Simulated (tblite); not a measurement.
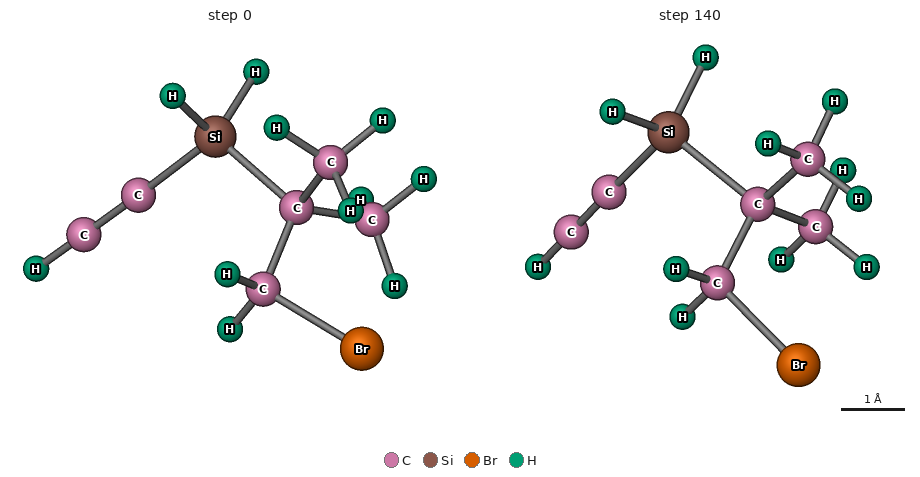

The structure of C6H11BrSi before (left) and after (right) a relaxation, at one scale.

A ball-and-stick model, seen from a free direction.

Computed with tblite, GFN2-xTB geometry optimisation, gas phase. 

**Summarise the run.**

The energy falls by 1.105 eV in 140 geometry steps. The largest move after the best rigid fit is that of an H atom, 1.16 Å. Largest moves by element: H 1.16 Å, C 0.56 Å, Br 0.51 Å, Si 0.27 Å. Some distances before and after: Br–H 2.330 → 2.827 Å, Br–C 2.950 → 3.291 Å, Br–C 3.011 → 3.288 Å, C–Si 1.856 → 1.930 Å. Among the angles between lasting bonds that change: C–C–Br 104.8° → 113.8°, Si–C–C 114.6° → 107.4°, C–C–C 103.9° → 110.3°. Groups turn about C–C by about 50°, C–C by about 30°, C–Si by about 25°. The run took 1 s on 1 thread of Arm Neoverse V2, on a shared host.
